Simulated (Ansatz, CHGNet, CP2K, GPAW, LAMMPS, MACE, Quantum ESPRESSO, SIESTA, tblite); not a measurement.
## Glassy 63SiO2-9CaO-11ZnO-11SrO-6Sc2O3 (mol %) (98 atoms): runs against a plane-wave reference

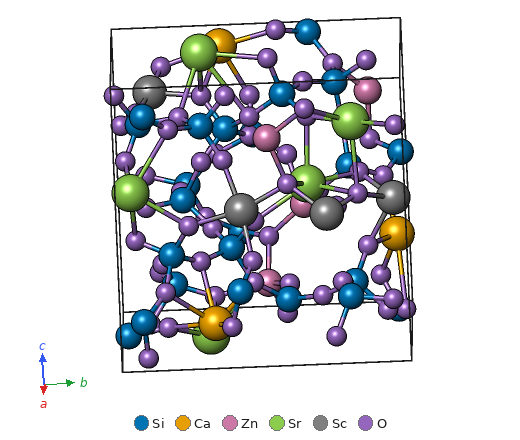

The cell (silicon blue, calcium orange, zinc pink, strontium green, scandium grey, oxygen purple). Some periodic images of atoms are drawn too.

Density of this cell: 3.11 g/cm³. The cell holds 98 atoms: 22 Si, 3 Ca, 4 Zn, 4 Sr, 4 Sc and 61 O. Cell: a = 11.025 Å, b = 11.025 Å, c = 11.025 Å, α = 90.0°, β = 90.0°, γ = 90.0°. 98 atoms (22 Si, 3 Ca, 4 Zn, 4 Sr, 4 Sc, 61 O) placed at random at 2.93 g/cm³, melted at 4000 K for 10 ps at fixed volume with the Morse and Coulomb pair potential with partial charges (Pedone, Malavasi, Menziani, Cormack and Segre, J. Phys. Chem. B 110, 11780 (2006)). Quenched from 4000 K to 300 K at 25 K/ps and fixed volume, held 10 ps at zero pressure, then minimised at fixed cell.

Geometry: as built.

The reference, a calculation:

| Quantity | Value |
| --- | --- |
| method | Kohn-Sham DFT, PBE, SSSP efficiency 1.3.0 pseudopotentials, plane waves (Quantum ESPRESSO 7.5); sssp-pbe-1.3.0-efficiency, cutoffs 60/480 Ry, Γ point |
| r.m.s. force component | 0.9642 eV/Å |
| longest force | 3.212 eV/Å |
| pressure | 4.846 GPa |
| gap (highest filled to lowest empty level) | 2.779 eV |
| time | 5.2 min on 4 MPI ranks of Arm Neoverse V2, shared host |
| CPU time | 21 min |

Q: Estimate the differences from the reference, the CPU time and the memory of each run.
- CP2K PBE, SZV-MOLOPT-SR, 800/50 Ry, diagonalisation (CP2K 2026.2; 2 threads)
- MACE MP-0b2 small potential (MACE MP-0b2 small; 1 thread)
- CHGNet r2SCAN potential (CHGNet r2SCAN; 1 thread)
- tblite GFN1-xTB (tblite 0.8.0; 1 thread)
- SIESTA PBE, DZP, shift 0.01 Ry, mesh 200 Ry (SIESTA 5.4.2; 2 MPI ranks)
- SIESTA PBE, DZ, shift 0.01 Ry, mesh 500 Ry (SIESTA 5.4.2; 2 MPI ranks)
- GPAW PBE, LCAO szp(dzp), h 0.18 Å (GPAW 26.7.0; 1 thread)
- GPAW PBE, LCAO dzp, h 0.18 Å (GPAW 26.7.0; 2 MPI ranks)
- tblite IPEA1-xTB (tblite 0.8.0; 1 thread)
- CHGNet 0.3.0 potential (CHGNet 0.3.0; 1 thread)

Differences are against the plane-wave reference, forces as r.m.s. over components; share is that over the reference's r.m.s. force, slope the least-squares factor from reference forces to these. Total energies of different programs have different zeros and aren't compared.

| run | Δ force, r.m.s. (meV/Å) | share (%) | slope | Δ pressure (GPa) | Δ gap (eV) | cores | CPU time | memory (GiB) |
| --- | --- | --- | --- | --- | --- | --- | --- | --- |
| reference | - | - | - | - | - | 4 | 21 min | 4.5 |
| CP2K PBE, SZV-MOLOPT-SR, 800/50 Ry, diagonalisation (coarse) | 1248 | 129 | 1.982 | 18.7 | -1.04 | 2 | 4 min | 4.8 |
| MACE MP-0b2 small potential | 86.6 | 8.98 | 0.967 | 0.0254 | - | 1 | 5.9 s | 0.67 |
| CHGNet r2SCAN potential | 279 | 28.9 | 0.747 | -4.07 | - | 1 | 3.8 s | 1.2 |
| tblite GFN1-xTB | 652 | 67.6 | 1.035 | -15.4 | - | 1 | 6.2 s | 0.13 |
| SIESTA PBE, DZP, shift 0.01 Ry, mesh 200 Ry | 227 | 23.6 | 1.145 | 1.66 | -0.381 | 2 | 2.6 min | 1.1 |
| SIESTA PBE, DZ, shift 0.01 Ry, mesh 500 Ry (coarse) | 1069 | 111 | 1.826 | 9.73 | -0.148 | 2 | 3 min | 1.5 |
| GPAW PBE, LCAO szp(dzp), h 0.18 Å (coarse) | 355 | 36.9 | 1.282 | - | -0.298 | 1 | 3.1 min | 1.9 |
| GPAW PBE, LCAO dzp, h 0.18 Å | 331 | 34.4 | 1.292 | - | -0.132 | 2 | 5.1 min | 2.6 |
| tblite IPEA1-xTB | 611 | 63.4 | 0.648 | -11.6 | - | 1 | 6.3 s | 0.14 |
| CHGNet 0.3.0 potential | 111 | 11.5 | 0.958 | 0.163 | - | 1 | 3.8 s | 1.2 |

Rows marked coarse were listed beforehand as settings not expected to be converged; some can still land near the reference.

Times of the machine-learned potentials are mostly Python's start and the loading of weights.

CPU time is summed over cores on a shared host, where runs went side by side, so it is rough. Symmetry, cutoffs, thresholds, outputs and thread counts weren't matched or tuned between programs; memory under MPI is the largest rank's times the ranks.

The PBE runs in local orbitals, coarse settings apart, differ by 24 % (SIESTA PBE, DZP, shift 0.01 Ry, mesh 200 Ry) to 34 % (GPAW PBE, LCAO dzp, h 0.18 Å); basis, grid and potentials can all enter. Tight binding differs by 63 % (tblite IPEA1-xTB) to 68 % (tblite GFN1-xTB); it is another model, with fitted parameters of its own, and the xTB methods hold dispersion. Machine-learned potentials differ by 9.0 % (MACE MP-0b2 small potential) to 29 % (CHGNet r2SCAN potential); they were trained on other programs' data, some at another functional. IPEA1-xTB was fitted to ionisation energies and electron affinities, not to forces or charges. Periodic xTB results under one method name differ between programs and library versions. Machine-learned potentials mimic data converged in k, so the reference's own k-point error enters their differences. The network of bonds at the start is that of the classical potential that made the cell, and needn't be the one that DFT or experiment would give. The electronic-structure runs sample only Γ, in a cell whose shortest periodic width is 11 Å.

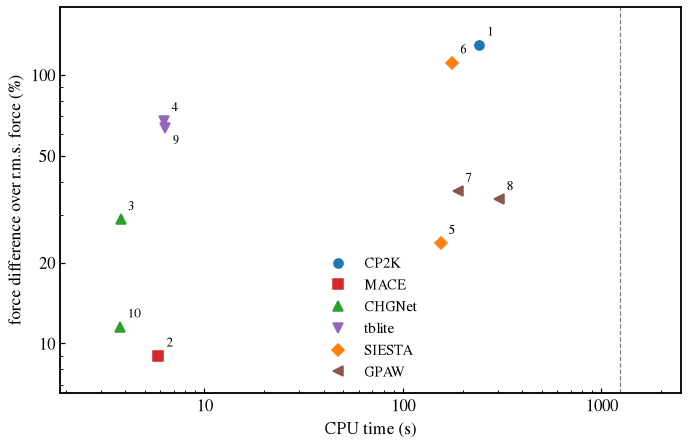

Force difference against CPU time; the dashed line marks the reference's time. Points: 1 CP2K PBE, SZV-MOLOPT-SR, 800/50 Ry, diagonalisation; 2 MACE MP-0b2 small potential; 3 CHGNet r2SCAN potential; 4 tblite GFN1-xTB; 5 SIESTA PBE, DZP, shift 0.01 Ry, mesh 200 Ry; 6 SIESTA PBE, DZ, shift 0.01 Ry, mesh 500 Ry; 7 GPAW PBE, LCAO szp(dzp), h 0.18 Å; 8 GPAW PBE, LCAO dzp, h 0.18 Å; 9 tblite IPEA1-xTB; 10 CHGNet 0.3.0 potential.

[Hosts, paths, dates, database ids (printed as entryN), source tags and the programs' standing remarks are cut or masked in the printed files.]
